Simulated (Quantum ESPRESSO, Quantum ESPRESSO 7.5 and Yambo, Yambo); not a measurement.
# Quasiparticle gap of TiO2 (Anatase) in Yambo

Aim: the G0W0 gap of TiO2 (Anatase) on PBE, step by step.

Main program and level: Quantum ESPRESSO 7.5 and Yambo 5.3.0; PBE and many-body steps on it, plane waves.

**What was measured.**

- Gap 3.28 ± 0.13 eV: indirect allowed optical gap from Tauc plot; UV/vis diffuse reflectance, Kubelka-Munk and Tauc analysis; film (30 nm ALD shell on quartz particles, grown at 100 C, annealed in air at 500 C) on SiO2 (quartz particles) (“Defect-Mediated Crystallization of the Particulate TiO2 Photocatalyst Grown by Atomic Layer Deposition”, 2024, pmc:11726664).

- Gap 3.17 eV: gap from valence band edge and flat band potential; valence-band XPS and Mott-Schottky plots; film (“Enhancement of Titania Photoanode Performance by Sandwiching Copper between Two Titania Layers”, 2020, pmc:7579609).

- Gap 3.2 eV: optical gap from Kubelka-Munk analysis; UV-vis diffuse reflectance; powder (commercial anatase powder, bare and with 0.1 wt% metal loading, all similar) (“Insight into the Roles of Metal Loading on CO2 Photocatalytic Reduction Behaviors of TiO2”, 2022, pmc:8839550).

- Gap 3.18 ± 0.03 eV: direct optical gap from Kubelka-Munk plot; UV-Vis diffuse reflectance; 300 K; powder (“Effect of Ethylene Glycol: Citric Acid Molar Ratio and pH on the Morphology, Vibrational, Optical and Electronic Properties of TiO2 and CuO Powders Synthesized by Pechini Method”, 2022, pmc:9369947).

- Gap 3.98 eV: direct quasiparticle gap around Gamma; experiment quoted from earlier work; bulk crystal (anatase, value from earlier experiment) (quoted in “Giant exciton Mott density in anatase TiO2”, 2020, arxiv:2007.10051).

This is a selection; 13 further reports are not listed.

**1. The structure**

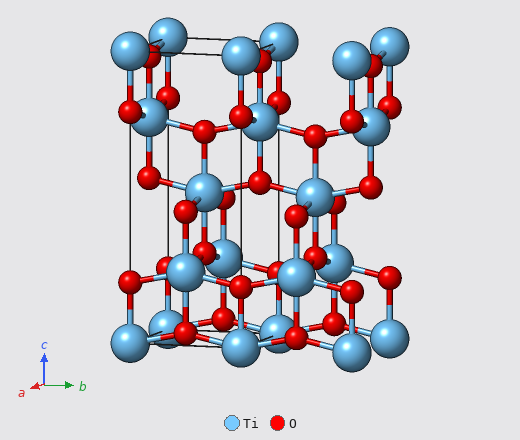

The cell as given, slightly off an axis (titanium blue, oxygen red). 1×2×1 cells are drawn. This picture shows the conventional cell, with its axes. Some periodic images of atoms are drawn too.

The cell and positions come from the Crystallography Open Database and are kept as given unless a step says otherwise.

**2. Ground state**

This step: Quantum ESPRESSO 7.5; DFT, PBE, plane waves, norm-conserving pseudopotentials.

The ground-state density comes first.

Contents of pw.in:

```
&control
  calculation = 'scf'
  prefix = 'x'
  outdir = 'o'
  pseudo_dir = 'pseudo'
/
&system
  ibrav = 0
  nat = 6
  ntyp = 2
  ecutwfc = 76.0
  nbnd = 31
  force_symmorphic = .true.
/
&electrons
  conv_thr = 1e-10
  electron_maxstep = 80
  mixing_beta = 0.5
/
ATOMIC_SPECIES
  Ti 47.867 Ti.upf
  O 15.999 O.upf
CELL_PARAMETERS angstrom
  -1.8921000000 1.8921000000 4.7573000000
  1.8921000000 -1.8921000000 4.7573000000
  1.8921000000 1.8921000000 -4.7573000000
ATOMIC_POSITIONS crystal
  Ti 0.0000000000 0.0000000000 0.0000000000
  Ti 0.7500000000 0.2500000000 0.5000000000
  O 0.2081000000 0.2081000000 0.0000000000
  O 0.9581000000 0.4581000000 0.5000000000
  O 0.5419000000 0.0419000000 0.5000000000
  O 0.7919000000 0.7919000000 0.0000000000
K_POINTS automatic
  8 8 8 0 0 0
```

Started as:

```bash
$ OMP_NUM_THREADS=1 mpirun -n 8 pw.x -nk 8 -in pw.in > pw.out
```

Log:

```text
Program PWSCF v.7.5 starts

     This program is part of the open-source Quantum ESPRESSO suite
     for quantum simulation of materials; please cite
         "P. Giannozzi et al., J. Phys.:Condens. Matter 21 395502 (2009);
         "P. Giannozzi et al., J. Phys.:Condens. Matter 29 465901 (2017);
         "P. Giannozzi et al., J. Chem. Phys. 152 154105 (2020);
     in publications or presentations arising from this work. More details at
     Message from routine setup:
     using ibrav=0 with symmetry is DISCOURAGED, use correct ibrav instead

     G-vector sticks info

     bravais-lattice index     =            0
     lattice parameter (alat)  =      10.3145  a.u.
     unit-cell volume          =     459.7326 (a.u.)^3
     number of atoms/cell      =            6
     number of atomic types    =            2
     number of electrons       =        48.00
     number of Kohn-Sham states=           31
     kinetic-energy cutoff     =      76.0000  Ry
     charge density cutoff     =     304.0000  Ry
     scf convergence threshold =      1.0E-10
     mixing beta               =       0.5000
     number of iterations used =            8  plain     mixing
     Exchange-correlation= PBE
                           (   1   4   3   4   0   0   0)

     celldm(1)=  10.314510  celldm(2)=   0.000000  celldm(3)=   0.000000
     celldm(4)=   0.000000  celldm(5)=   0.000000  celldm(6)=   0.000000

     crystal axes: (cart. coord. in units of alat)
               a(1) = (  -0.346653   0.346653   0.871587 )
               a(2) = (   0.346653  -0.346653   0.871587 )
               a(3) = (   0.346653   0.346653  -0.871587 )

     reciprocal axes: (cart. coord. in units 2 pi/alat)
               b(1) = (  0.000000  1.442367  0.573666 )
               b(2) = (  1.442367  0.000000  0.573666 )
               b(3) = (  1.442367  1.442367  0.000000 )
     Pseudo is Norm-conserving + core correction, Zval = 12.0
     Generated using ONCVPSP code by D. R. Hamann
     Using radial grid of 1586 points,  6 beta functions with:
     Pseudo is Norm-conserving + core correction, Zval =  6.0
     Generated using ONCVPSP code by D. R. Hamann
     Using radial grid of  936 points,  5 beta functions with:
     Ti               12.00    47.86700     Ti( 1.00)
     O                 6.00    15.99900     O ( 1.00)

      8 Sym. Ops. (no inversion) found

   Cartesian axes

     site n.     atom                  positions (alat units)
         1        Ti     tau(   1) = (   0.0000000   0.0000000   0.0000000  )
         2        Ti     tau(   2) = (   0.0000000   0.3466525   0.4357936  )
         3        O      tau(   3) = (  -0.0000000   0.0000000   0.3627546  )
         4        O      tau(   4) = (   0.0000000   0.3466525   0.7985481  )
         5        O      tau(   5) = (  -0.0000000   0.3466525   0.0730390  )
         6        O      tau(   6) = (   0.0000000  -0.0000000   1.3804197  )

     number of k points=    59
                       cart. coord. in units 2pi/alat
        k(    1) = (   0.0000000   0.0000000   0.0000000), wk =   0.0039062
        k(    2) = (   0.1802958   0.1802958   0.0000000), wk =   0.0156250
        k(    3) = (   0.3605917   0.3605917   0.0000000), wk =   0.0156250
        k(    4) = (   0.5408875   0.5408875   0.0000000), wk =   0.0156250
        k(    5) = (  -0.7211833  -0.7211833   0.0000000), wk =   0.0078125
        k(    6) = (   0.1802958   0.0000000   0.0717083), wk =   0.0312500
        k(    7) = (   0.3605917   0.1802958   0.0717083), wk =   0.0625000
        k(    8) = (   0.5408875   0.3605917   0.0717083), wk =   0.0625000
        k(    9) = (   0.7211833   0.5408875   0.0717083), wk =   0.0625000
        k(   10) = (   0.3605917   0.0000000   0.1434165), wk =   0.0312500
     [... 47 further rows ...]
        k(   58) = (  -1.2620708  -0.1802958   0.0000000), wk =   0.0156250
        k(   59) = (  -1.4423666  -1.4423666  -0.5736661), wk =   0.0039062

     Dense  grid:    41149 G-vectors     FFT dimensions: (  60,  60,  60)

     Initial potential from superposition of free atoms

     starting charge      47.9968, renormalised to      48.0000
     Starting wfcs are   36 randomized atomic wfcs

     per-process dynamical memory:    64.4 Mb

     Self-consistent Calculation

     iteration #  1     ecut=    76.00 Ry     beta= 0.50

     total energy              =    -369.29599336 Ry
     estimated scf accuracy    <       2.82425392 Ry

     iteration #  2     ecut=    76.00 Ry     beta= 0.50

     total energy              =    -368.49005469 Ry
     estimated scf accuracy    <       9.66471229 Ry

     iteration #  3     ecut=    76.00 Ry     beta= 0.50

     total energy              =    -370.44828473 Ry
     estimated scf accuracy    <       0.24364835 Ry

     iteration #  4     ecut=    76.00 Ry     beta= 0.50

     total energy              =    -370.40162058 Ry
     estimated scf accuracy    <       0.16701201 Ry

     iteration #  5     ecut=    76.00 Ry     beta= 0.50

     total energy              =    -370.43194545 Ry
     estimated scf accuracy    <       0.00051886 Ry

     iteration #  6     ecut=    76.00 Ry     beta= 0.50

     total energy              =    -370.43342010 Ry
     estimated scf accuracy    <       0.00635734 Ry

     iteration #  7     ecut=    76.00 Ry     beta= 0.50

     total energy              =    -370.43402565 Ry
     estimated scf accuracy    <       0.00018714 Ry

     iteration #  8     ecut=    76.00 Ry     beta= 0.50

     total energy              =    -370.43414022 Ry
     estimated scf accuracy    <       0.00026169 Ry

     iteration #  9     ecut=    76.00 Ry     beta= 0.50

     total energy              =    -370.43407799 Ry
     estimated scf accuracy    <       0.00023569 Ry

     iteration # 10     ecut=    76.00 Ry     beta= 0.50

     total energy              =    -370.43409136 Ry
     estimated scf accuracy    <       0.00002745 Ry

     iteration # 11     ecut=    76.00 Ry     beta= 0.50

     total energy              =    -370.43409426 Ry
     estimated scf accuracy    <       0.00000311 Ry

     iteration # 12     ecut=    76.00 Ry     beta= 0.50

     total energy              =    -370.43409542 Ry
     estimated scf accuracy    <       0.00000052 Ry

     iteration # 13     ecut=    76.00 Ry     beta= 0.50

     total energy              =    -370.43409544 Ry
     estimated scf accuracy    <       0.00000012 Ry

     iteration # 14     ecut=    76.00 Ry     beta= 0.50

     total energy              =    -370.43409547 Ry
     estimated scf accuracy    <          1.8E-10 Ry

     iteration # 15     ecut=    76.00 Ry     beta= 0.50

     End of self-consistent calculation

          k = 0.0000 0.0000 0.0000 (  5117 PWs)   bands (ev):

   -49.0009 -48.9398 -25.4933 -25.2535 -25.2535 -25.1811 -25.1811 -25.0963
   -10.2630  -9.2466  -9.1005  -8.7619   3.3974   3.5164   3.5164   3.9209
     5.2684   5.2684   5.3151   6.5646   6.5681   6.5681   6.8689   6.8689
     9.4863  10.2323  11.3622  11.3622  11.3917  11.3917  12.4354

          k = 0.1803 0.1803 0.0000 (  5138 PWs)   bands (ev):

   -48.9979 -48.9415 -25.4917 -25.2815 -25.2627 -25.1969 -25.1809 -25.0913
   -10.1143  -9.1564  -9.0373  -8.7186   3.2168   3.3450   3.3645   3.9403
     4.9788   5.3728   5.4554   6.1823   6.2389   6.2509   6.6223   7.0318
    10.0979  10.3135  10.8133  11.1473  11.1551  11.3659  12.9132

          k = 0.3606 0.3606 0.0000 (  5174 PWs)   bands (ev):

   -48.9897 -48.9466 -25.4873 -25.3429 -25.2838 -25.2352 -25.1754 -25.0907
    -9.7245  -8.9519  -8.8739  -8.6181   2.7634   3.0236   3.2584   4.1112
     4.4762   4.7926   4.9612   5.3513   5.5006   6.3811   6.7311   7.0918
    10.3598  10.5071  10.8850  11.1125  11.1422  11.6901  13.2138

          k = 0.5409 0.5409 0.0000 (  5140 PWs)   bands (ev):

     [... further k-points ...]

     highest occupied, lowest unoccupied level (ev):     7.3003    9.4863

!    total energy              =    -370.43409547 Ry
     estimated scf accuracy    <          9.7E-11 Ry

     The total energy is the sum of the following terms:
     one-electron contribution =    -158.75557715 Ry
     hartree contribution      =     100.85441643 Ry
     xc contribution           =     -68.35606541 Ry
     ewald contribution        =    -244.17686934 Ry

     convergence has been achieved in  15 iterations

     XML data file, charge density, pseudopotentials, collected wavefunctions

=------------------------------------------------------------------------------=
   JOB DONE.
=------------------------------------------------------------------------------=
```

Wall time 2.2 min (8 MPI ranks of Arm Neoverse V1, shared host); peak memory 0.8 GiB; 13 min of CPU time.

Numbers from this step:

```
total energy               : -5040.0126 eV
gap                        : 2.186 eV
k of the valence top       : 0, 0, 0.375
k of the conduction bottom : 0, 0, 0
least direct gap           : 2.492 eV
```

The gap is indirect, with the least direct gap 0.31 eV higher.

(Continued in part 2 of 3.)

[Paths, hosts, dates, memory and timing lines, banners, echoed tables and standing remarks are left out of the program output.]

[Logs are printed without paths, hosts, clocks, repeated set-up lines and the standing remarks that a program may print on its own settings, such as how far it seeks lower states.]

[Runs of the session that timed out or met a known fault of the program may be left out.]

[Hosts, paths, dates, database ids (printed as entryN), source tags and the programs' standing remarks are cut or masked in the printed files.]
